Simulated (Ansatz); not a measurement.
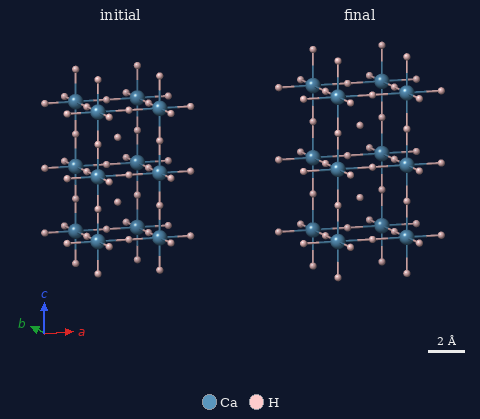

The structure of a crystal of CaH$_{4}$ (a generated structure, set up in Pm-3m) (coarse preliminary run) before (left) and after (right) a relaxation, at one scale.

Style: ball-and-stick. Shown: the cell of the calculation, repeated 1 × 1 × 2 with one cell outlined, slightly off an axis.

All numbers below come from DFT PBE, scalar-relativistic, plane waves, PAW (Ansatz). Settings: plane-wave cutoff 420 eV; k-point mesh 6 × 6 × 6; occupations gaussian; smearing width 0.1 eV; no spin polarisation; cell and atoms relaxed; force threshold 0.04 eV/Å; at most 70 steps.

Question: Summarise the run.

Answer: Over 4 accepted moves (6 points after the start) the energy falls by 0.614 eV per cell of the calculation. All forces vanish by symmetry, so only the cell relaxes. Pressure: 12.28 GPa at the start and 0.05 GPa at the end. The SCF was repeated twice at an unchanged geometry on a basis and grid sized afresh for the cell, which shifted the energy by 30.6 meV per cell of the calculation at most. No atom moves by more than 0.005 Å relative to the cell. The volume changes by +38.8 %, with a = b = c 3.733 → 4.165 Å (+11.6 %). Among the contacts that change: Ca–H 1.867 → 2.082 Å. The space group stays Pm-3m (No. 221).
